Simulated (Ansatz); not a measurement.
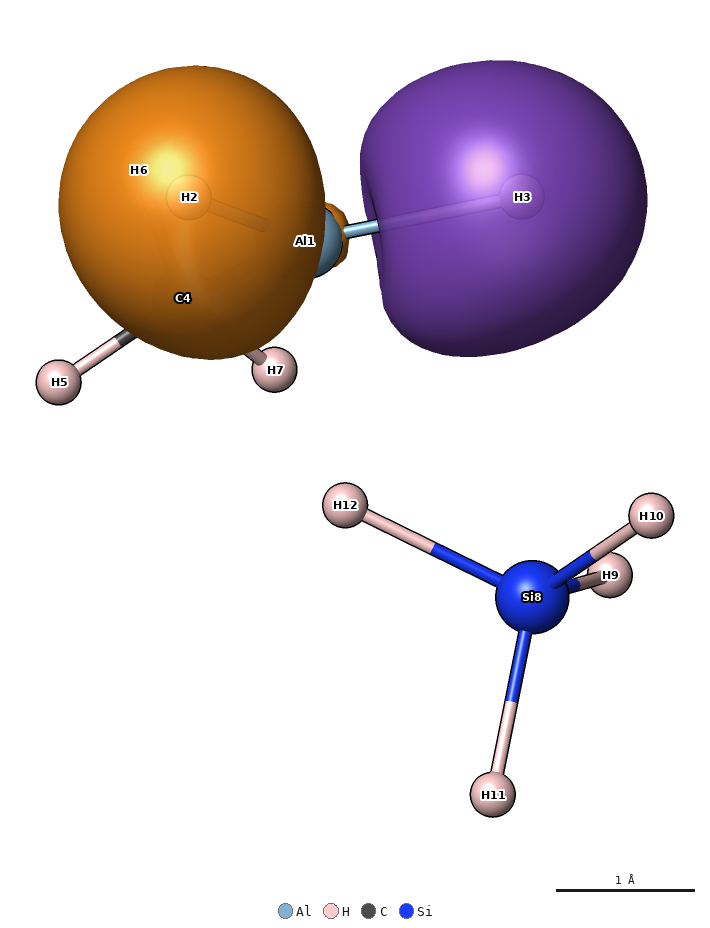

*CH5Al···SiH4. The HOMO−1 at ±0.15 Å⁻³ᐟ² (orange and purple are the two phases), seen at an oblique angle.*

Level of theory: RKS PBE0-D4/6-31G* in Ansatz.

```
atom    x (Å)    y (Å)    z (Å)
  Al  -0.1038   0.1956   0.1370
   H   0.1135   1.0957   1.4406
   H   1.1993  -0.4395  -0.5529
   C  -1.8290   0.1455  -0.8031
   H  -2.6804   0.1782  -0.1130
   H  -1.9271   1.0160  -1.4665
   H  -1.9350  -0.7450  -1.4340
  Si   0.2842  -2.7714   1.0117
   H   0.0474  -3.1347  -0.4045
   H   1.7232  -2.6502   1.3390
   H  -0.3926  -3.7331   1.9217
   H  -0.3935  -1.4508   1.3003
```

Q: Describe this orbital and give its energy.

A: Its weight (Hirshfeld) is mainly on Al1 (about 35 %), H3 (about 30 %) and H2 (about 30 %). Its energy is −7.92 eV.
